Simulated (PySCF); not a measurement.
# [Lu(H2O)]3+: how settings move a single point

Which settings matter for [Lu(H2O)]3+? Each run alters one on purpose. It is a constructed species; whether it can be made isn't addressed.

Program: PySCF 2.14.0. Level of theory: B3LYP, Lu def2-SVP with ECP28, O def2-SVP, H def2-SVP; scalar-relativistic core potentials, no spin–orbit coupling. These are calculated values, not measurements.

2 further runs of the same task are left out: 2 for a known fault of the program. Runs told in other sessions of the task aren't counted.

## 1. The starting structure

4 atoms, charge 3, spin multiplicity 1.

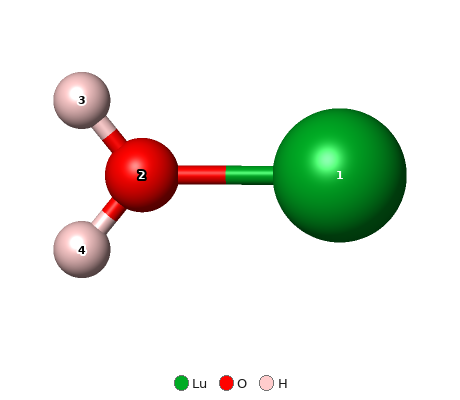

The geometry (lutetium green, oxygen red, hydrogen pink); atoms are numbered from 1 in the order of the file.

Geometry (Å):

```xyz
4
H2LuO
Lu    0.0000    0.0000   -0.0221
O     0.0000    0.0000    2.0576
H     0.7875    0.0000    2.6922
H    -0.7875    0.0000    2.6922
```

Formal oxidation states: Lu +3. An earlier session relaxed this geometry at B3LYP, Lu def2-SVP with ECP28, O def2-SVP, H def2-SVP (singlet, point group C2v).

The sound run used a (50, 194) grid (finer on f atoms), a threshold of 1e-8 and at most 55 cycles, and ended at -1311.217420 Eh.

## 2. Altered run 1

The input, run.py (the lines that set the calculation):

```python
mol = gto.M(atom='''
Lu     0.00000     0.00000    -0.02208
O      0.00000     0.00000     2.05756
H      0.78753     0.00000     2.69218
H     -0.78753     0.00000     2.69218''',
    basis={'Lu': 'def2-SVP', 'O': 'def2-SVP', 'H': 'def2-SVP'},
    ecp={'Lu': 'def2-SVP'},
    charge=3, spin=0)
mf = dft.RKS(mol, xc='B3LYP')
mf.grids.atom_grid = (99, 590)  # f atoms: unpruned, at least (60, 302)
mf = mf.density_fit()  # fitting sets: Lu def2-universal-JKFIT, O def2-universal-JKFIT, H def2-universal-JKFIT
mf.conv_tol = 1e-08; mf.max_cycle = 55
mf.kernel(dm0)  # dm0: free metal ions and neutral atoms
```

Launch:

```
> OMP_NUM_THREADS=2 python run.py
```

Standard output:

```text
init E= -1301.35502271128
  HOMO = -1.2264901192212  LUMO = -1.06627442626186  gap/eV = 4.35969
cycle= 1 E= -1308.67621676835  delta_E= -7.32  |g|= 3.51  |ddm|= 3.29
  HOMO = -0.827996382951301  LUMO = -0.821372617386882  gap/eV = 0.18024
cycle= 2 E= -1296.8532873826  delta_E= 11.8  |g|= 5.11  |ddm|= 6.46
  HOMO = -0.767115365640561  LUMO = -0.744878529591212  gap/eV = 0.60510
cycle= 3 E= -1293.0213288425  delta_E= 3.83  |g|= 12.3  |ddm|= 8.11
  HOMO = -1.04602973880888  LUMO = -0.908858647350886  gap/eV = 3.73262
cycle= 4 E= -1310.76025378542  delta_E= -17.7  |g|= 1.47  |ddm|= 5.27
  HOMO = -1.18150628114789  LUMO = -0.792590304706185  gap/eV = 10.58294
cycle= 5 E= -1311.11291656378  delta_E= -0.353  |g|= 0.767  |ddm|= 0.901
  HOMO = -0.999401095785792  LUMO = -0.818661856325194  gap/eV = 4.91817
cycle= 6 E= -1311.19451853497  delta_E= -0.0816  |g|= 0.331  |ddm|= 0.67
  HOMO = -1.05718046328163  LUMO = -0.790933979946111  gap/eV = 7.24494
cycle= 7 E= -1311.21679142216  delta_E= -0.0223  |g|= 0.0705  |ddm|= 0.263
  HOMO = -1.05664295985718  LUMO = -0.792785177641808  gap/eV = 7.17994
cycle= 8 E= -1311.21724534633  delta_E= -0.000454  |g|= 0.0362  |ddm|= 0.0196
  HOMO = -1.05465762192572  LUMO = -0.79409961639605  gap/eV = 7.09014
cycle= 9 E= -1311.21738539897  delta_E= -0.00014  |g|= 0.0172  |ddm|= 0.0121
  HOMO = -1.05287550134399  LUMO = -0.795240881845805  gap/eV = 7.01060
cycle= 10 E= -1311.21742949137  delta_E= -4.41e-05  |g|= 0.000968  |ddm|= 0.0108
  HOMO = -1.0529093865142  LUMO = -0.795227746335659  gap/eV = 7.01187
cycle= 11 E= -1311.21742955199  delta_E= -6.06e-08  |g|= 4.97e-05  |ddm|= 0.000379
  HOMO = -1.05290312460301  LUMO = -0.795230996124523  gap/eV = 7.01162
cycle= 12 E= -1311.21742955242  delta_E= -4.32e-10  |g|= 3.11e-05  |ddm|= 5.99e-05
  HOMO = -1.05291427306968  LUMO = -0.795227282438315  gap/eV = 7.01202
Extra cycle  E= -1311.21742955212  delta_E= 3.05e-10  |g|= 6.31e-05  |ddm|= 4.83e-05
converged SCF energy = -1311.21742955212
```

It took 7.4 s on 2 threads of Arm Neoverse V1, shared host.

Changed: the integration grid, to (99, 590). It converges in 12 cycles, at the sound run's energy within 0.001 eV, with a largest force component of 0.00 eV/Å. The result survives the change.

## 3. Altered run 2

The input, run.py (the lines that set the calculation):

```python
mol = gto.M(atom='''
Lu     0.00000     0.00000    -0.02208
O      0.00000     0.00000     2.05756
H      0.78753     0.00000     2.69218
H     -0.78753     0.00000     2.69218''',
    basis={'Lu': 'def2-SVP', 'O': 'def2-SVP', 'H': 'def2-SVP'},
    ecp={'Lu': 'def2-SVP'},
    charge=3, spin=0)
mf = dft.RKS(mol, xc='B3LYP')
mf.grids.atom_grid = (50, 194)  # f atoms: unpruned, at least (60, 302)
mf = mf.density_fit()  # fitting sets: Lu def2-universal-JKFIT, O def2-universal-JKFIT, H def2-universal-JKFIT
mf.conv_tol = 1e-08; mf.max_cycle = 75
mf.kernel(dm0)  # dm0: core Hamiltonian
```

Launch:

```
> OMP_NUM_THREADS=2 python run.py
```

Standard output:

```text
init E= -1092.48412230918
cycle= 1 E= -208.866254717932  delta_E=  884  |g|= 33.3  |ddm|= 88.7
  HOMO = -27.9325290190907  LUMO = -22.7891938530997  gap/eV = 139.95728
cycle= 2 E= -1016.97764793795  delta_E= -808  |g|= 52.2  |ddm|= 88.5
  HOMO = -16.9579482866357  LUMO = -12.2571786776  gap/eV = 127.91446
cycle= 3 E= -1071.60152871531  delta_E= -54.6  |g|= 47.3  |ddm|= 35.9
  HOMO = -15.4783325646366  LUMO = -13.3498110188603  gap/eV = 57.92002
cycle= 4 E= -1079.97738413389  delta_E= -8.38  |g|= 46.3  |ddm|= 5.36
  HOMO = -9.38354913151884  LUMO = -9.36470720932299  gap/eV = 0.51271
cycle= 5 E= -1196.95516933612  delta_E= -117  |g|= 37.3  |ddm|= 23.8
  HOMO = -8.86507533957392  LUMO = -8.77504505761094  gap/eV = 2.44985
cycle= 6 E= -1203.63596680019  delta_E= -6.68  |g|= 35.4  |ddm|= 3.36
  HOMO = -6.39302349066737  LUMO = -6.31254387095775  gap/eV = 2.18996
cycle= 7 E= -1221.45199641658  delta_E= -17.8  |g|=   31  |ddm|= 7.54
  HOMO = -4.87658663325028  LUMO = -4.80176503812638  gap/eV = 2.03600
cycle= 8 E= -1233.00226557063  delta_E= -11.6  |g|= 28.2  |ddm|= 4.01
  HOMO = -4.61513326769717  LUMO = -4.56214096365673  gap/eV = 1.44199
cycle= 9 E= -1234.35912683494  delta_E= -1.36  |g|= 28.1  |ddm|= 0.766
  HOMO = -4.81330164034762  LUMO = -4.74671351158817  gap/eV = 1.81196
cycle= 10 E= -1230.98475572653  delta_E= 3.37  |g|= 29.1  |ddm|= 1.26
  HOMO = -2.13098188661145  LUMO = -1.77376828232419  gap/eV = 9.72028
cycle= 11 E= -1299.77762536739  delta_E= -68.8  |g|= 14.6  |ddm|=   11
  HOMO = -0.37145340072237  LUMO = -0.366053460955038  gap/eV = 0.14694
cycle= 12 E= -1163.68457325895  delta_E=  136  |g|= 38.2  |ddm|= 14.1
  HOMO = -2.05703773767824  LUMO = -2.03654545703035  gap/eV = 0.55762
cycle= 13 E= -1274.48685192643  delta_E= -111  |g|=   15  |ddm|= 14.4
  HOMO = -1.71672687095492  LUMO = -1.24109849268702  gap/eV = 12.94251
cycle= 14 E= -1308.05280152917  delta_E= -33.6  |g|= 6.79  |ddm|= 5.61
  HOMO = -0.8826236600854  LUMO = -0.678410366362947  gap/eV = 5.55693
cycle= 15 E= -1310.82771729182  delta_E= -2.77  |g|= 2.36  |ddm|= 2.89
  HOMO = -1.07184108070388  LUMO = -0.756754958558393  gap/eV = 8.57393
cycle= 16 E= -1311.18220127707  delta_E= -0.354  |g|= 0.479  |ddm|= 0.953
  HOMO = -1.08232348468788  LUMO = -0.78794910980072  gap/eV = 8.01033
cycle= 17 E= -1311.20823405972  delta_E= -0.026  |g|= 0.258  |ddm|= 0.325
  HOMO = -1.03826456183376  LUMO = -0.796637688502605  gap/eV = 6.57500
cycle= 18 E= -1311.21639271052  delta_E= -0.00816  |g|= 0.0769  |ddm|= 0.179
  HOMO = -1.05217536135799  LUMO = -0.796535114671252  gap/eV = 6.95633
cycle= 19 E= -1311.21741319504  delta_E= -0.00102  |g|= 0.00528  |ddm|= 0.0421
  HOMO = -1.05276183353143  LUMO = -0.795216155601088  gap/eV = 7.00817
cycle= 20 E= -1311.21741964239  delta_E= -6.45e-06  |g|= 0.00134  |ddm|= 0.00562
  HOMO = -1.05288176080903  LUMO = -0.795236256321552  gap/eV = 7.01089
cycle= 21 E= -1311.21741982469  delta_E= -1.82e-07  |g|= 0.000183  |ddm|= 0.000595
  HOMO = -1.05290054097213  LUMO = -0.795229235882368  gap/eV = 7.01159
cycle= 22 E= -1311.21741982985  delta_E= -5.16e-09  |g|= 2.79e-05  |ddm|= 9e-05
  HOMO = -1.05290947506811  LUMO = -0.795227484249395  gap/eV = 7.01188
Extra cycle  E= -1311.21741982967  delta_E= 1.87e-10  |g|= 5.44e-05  |ddm|= 3.68e-05
converged SCF energy = -1311.21741982967
```

Run time: 4.9 s. Hardware: 2 threads of Arm Neoverse V1, shared host.

Changed: the starting guess (bare core Hamiltonian); the cycle limit is 75. It converges in 22 cycles, at the sound run's energy within 0.001 eV, with a largest force component of 0.01 eV/Å. The result survives the change.

## 4. Altered run 3

Changes to run.py (the lines that set the calculation) since step 3:

```diff
@@ -11,3 +11,3 @@
 mf = mf.density_fit()  # fitting sets: Lu def2-universal-JKFIT, O def2-universal-JKFIT, H def2-universal-JKFIT
-mf.conv_tol = 1e-08; mf.max_cycle = 75
-mf.kernel(dm0)  # dm0: core Hamiltonian
+mf.conv_tol = 0.0001; mf.max_cycle = 55
+mf.kernel(dm0)  # dm0: free metal ions and neutral atoms
```

Launch:

```
> OMP_NUM_THREADS=2 python run.py
```

Standard output:

```text
init E= -1301.35501705512
  HOMO = -1.22649007279972  LUMO = -1.06627477184738  gap/eV = 4.35968
cycle= 1 E= -1308.67619945333  delta_E= -7.32  |g|= 3.51  |ddm|= 3.29
  HOMO = -0.827996186208775  LUMO = -0.821372440596818  gap/eV = 0.18024
cycle= 2 E= -1296.85327548074  delta_E= 11.8  |g|= 5.11  |ddm|= 6.46
  HOMO = -0.767105722839506  LUMO = -0.744871243598077  gap/eV = 0.60503
cycle= 3 E= -1293.02120877771  delta_E= 3.83  |g|= 12.3  |ddm|= 8.11
  HOMO = -1.04602243760547  LUMO = -0.908854142599189  gap/eV = 3.73254
cycle= 4 E= -1310.76023059097  delta_E= -17.7  |g|= 1.47  |ddm|= 5.27
  HOMO = -1.18149821582154  LUMO = -0.792591913123483  gap/eV = 10.58268
cycle= 5 E= -1311.11291741979  delta_E= -0.353  |g|= 0.767  |ddm|= 0.901
  HOMO = -0.999401793096336  LUMO = -0.818661461872014  gap/eV = 4.91819
cycle= 6 E= -1311.19450689107  delta_E= -0.0816  |g|= 0.331  |ddm|= 0.67
  HOMO = -1.05717919072355  LUMO = -0.79093454376368  gap/eV = 7.24489
cycle= 7 E= -1311.21678161388  delta_E= -0.0223  |g|= 0.0705  |ddm|= 0.263
  HOMO = -1.0566406094715  LUMO = -0.792784966093594  gap/eV = 7.17988
cycle= 8 E= -1311.21723556516  delta_E= -0.000454  |g|= 0.0362  |ddm|= 0.0196
  HOMO = -1.0546544891451  LUMO = -0.794099180318246  gap/eV = 7.09007
cycle= 9 E= -1311.21737566767  delta_E= -0.00014  |g|= 0.0172  |ddm|= 0.0121
  HOMO = -1.05287200395288  LUMO = -0.795240381665331  gap/eV = 7.01051
cycle= 10 E= -1311.21741976878  delta_E= -4.41e-05  |g|= 0.000968  |ddm|= 0.0108
  HOMO = -1.0529008739891  LUMO = -0.795247697604111  gap/eV = 7.01110
Extra cycle  E= -1311.21741964098  delta_E= 1.28e-07  |g|= 0.0022  |ddm|= 0.000816
converged SCF energy = -1311.21741964098
```

It took 3.9 s on 2 threads of Arm Neoverse V1, shared host.

Changed: the SCF threshold (0.0001). It converges in 10 cycles, at the sound run's energy within 0.001 eV, with a largest force component of 0.01 eV/Å. The result survives the change.

## 5. Altered run 4

Changes to run.py (the lines that set the calculation) since step 4:

```diff
@@ -11,3 +11,3 @@
 mf = mf.density_fit()  # fitting sets: Lu def2-universal-JKFIT, O def2-universal-JKFIT, H def2-universal-JKFIT
-mf.conv_tol = 0.0001; mf.max_cycle = 55
-mf.kernel(dm0)  # dm0: free metal ions and neutral atoms
+mf.conv_tol = 1e-08; mf.max_cycle = 55
+mf.kernel(dm0)  # dm0: smeared density
```

Launch:

```
> OMP_NUM_THREADS=2 python run.py
```

Standard output:

```text
init E= -1311.20558428949
  HOMO = -1.05837448112937  LUMO = -0.794092839170287  gap/eV = 7.19147
cycle= 1 E= -1311.21714273427  delta_E= -0.0116  |g|= 0.0341  |ddm|= 0.0404
  HOMO = -1.04247623400353  LUMO = -0.797102782750847  gap/eV = 6.67695
cycle= 2 E= -1311.21660072838  delta_E= 0.000542  |g|= 0.0704  |ddm|= 0.0657
  HOMO = -1.05170745560601  LUMO = -0.795802080501041  gap/eV = 6.96354
cycle= 3 E= -1311.21741156979  delta_E= -0.000811  |g|= 0.00866  |ddm|= 0.0351
  HOMO = -1.0526547852834  LUMO = -0.795500137808437  gap/eV = 6.99753
cycle= 4 E= -1311.21741916108  delta_E= -7.59e-06  |g|= 0.00297  |ddm|= 0.00358
  HOMO = -1.05283775642976  LUMO = -0.795219234187588  gap/eV = 7.01016
cycle= 5 E= -1311.21741980415  delta_E= -6.43e-07  |g|= 0.000552  |ddm|= 0.00148
  HOMO = -1.05289808494038  LUMO = -0.795229182159707  gap/eV = 7.01153
cycle= 6 E= -1311.21741982968  delta_E= -2.55e-08  |g|= 4.68e-05  |ddm|= 0.000215
  HOMO = -1.05290313143872  LUMO = -0.795228786387919  gap/eV = 7.01168
cycle= 7 E= -1311.21741982993  delta_E= -2.49e-10  |g|= 1.82e-05  |ddm|= 3.01e-05
  HOMO = -1.05290482996838  LUMO = -0.79522775120166  gap/eV = 7.01175
Extra cycle  E= -1311.21741982991  delta_E= 1.52e-11  |g|= 2.82e-05  |ddm|= 1.87e-05
converged SCF energy = -1311.21741982991
```

Run time: 3.7 s. Hardware: 2 threads of Arm Neoverse V1, shared host.

Changed: the starting guess (smeared density). It converges in 7 cycles, at the sound run's energy within 0.001 eV, with a largest force component of 0.01 eV/Å. The result survives the change.

## 6. Altered run 5

The input, run.py (the lines that set the calculation):

```python
mol = gto.M(atom='''
Lu     0.00000     0.00000    -0.02208
O      0.00000     0.00000     2.05756
H      0.78753     0.00000     2.69218
H     -0.78753     0.00000     2.69218''',
    basis={'Lu': 'def2-SVP', 'O': 'def2-SVP', 'H': 'def2-SVP'},
    ecp={'Lu': 'def2-SVP'},
    charge=3, spin=12)
mf = dft.UKS(mol, xc='B3LYP')
mf.grids.atom_grid = (50, 194)  # f atoms: unpruned, at least (60, 302)
mf = mf.density_fit()  # fitting sets: Lu def2-universal-JKFIT, O def2-universal-JKFIT, H def2-universal-JKFIT
mf.conv_tol = 1e-08; mf.max_cycle = 92
mf.kernel(dm0)  # dm0: free metal ions and neutral atoms
```

Launch:

```
> OMP_NUM_THREADS=2 python run.py
```

Standard output:

```text
init E= -1284.66063429016
cycle= 1 E= -1253.71940982784  delta_E= 30.9  |g|= 16.3  |ddm|= 15.7
cycle= 2 E= -598.844859322093  delta_E=  655  |g|= 29.7  |ddm|= 35.8
cycle= 3 E= -1280.22072781583  delta_E= -681  |g|= 11.1  |ddm|= 34.4
cycle= 4 E= -1301.27431939091  delta_E= -21.1  |g|= 5.85  |ddm|= 11.8
cycle= 5 E= -1304.9525889398  delta_E= -3.68  |g|= 3.58  |ddm|= 3.03
cycle= 6 E= -1307.8282526394  delta_E= -2.88  |g|= 0.375  |ddm|= 2.82
cycle= 7 E= -1307.47568041458  delta_E= 0.353  |g|= 0.855  |ddm|= 3.33
cycle= 8 E= -1307.86420237036  delta_E= -0.389  |g|= 0.43  |ddm|= 2.09
cycle= 9 E= -1307.92785248198  delta_E= -0.0637  |g|= 0.267  |ddm|= 0.638
cycle= 10 E= -1307.94913299817  delta_E= -0.0213  |g|= 0.163  |ddm|= 0.282
cycle= 11 E= -1307.96034665286  delta_E= -0.0112  |g|= 0.0521  |ddm|= 0.287
cycle= 12 E= -1307.96096194269  delta_E= -0.000615  |g|= 0.0242  |ddm|= 0.174
cycle= 13 E= -1307.96141241617  delta_E= -0.00045  |g|= 0.00613  |ddm|= 0.069
cycle= 14 E= -1307.96142153998  delta_E= -9.12e-06  |g|= 0.00158  |ddm|= 0.0163
cycle= 15 E= -1307.96142274077  delta_E= -1.2e-06  |g|= 0.000168  |ddm|= 0.00304
cycle= 16 E= -1307.96142276468  delta_E= -2.39e-08  |g|= 7.48e-05  |ddm|= 0.000739
cycle= 17 E= -1307.96142277212  delta_E= -7.45e-09  |g|= 1.37e-05  |ddm|= 0.000395
Extra cycle  E= -1307.96142277198  delta_E= 1.38e-10  |g|= 3.07e-05  |ddm|= 0.000115
converged SCF energy = -1307.96142277198  <S^2> = 42.001588  2S+1 = 13.000244
```

Wall time 6.6 s (2 threads of Arm Neoverse V1, shared host).

Changed: the spin (12 unpaired electrons); the cycle limit is 92. It converges in 17 cycles, +88.600 eV from the sound run, with a largest force component of 20.61 eV/Å. The setting is unsound, so these numbers aren't the compound's.

## 7. Side by side

| run | changed | ending | energy change (eV) | cycles | time | usable |
| --- | --- | --- | --- | --- | --- | --- |
| 1 | the integration grid | converged | 0.000 | 12 | 7.4 s | yes |
| 2 | the starting guess | converged | 0.000 | 22 | 4.9 s | yes |
| 3 | the SCF threshold | converged | 0.000 | 10 | 3.9 s | yes |
| 4 | the starting guess | converged | 0.000 | 7 | 3.7 s | yes |
| 5 | the spin | converged | +88.600 | 17 | 6.6 s | no |

4 of 5 altered runs give a usable result. 1 ended normally with numbers unfit to quote.
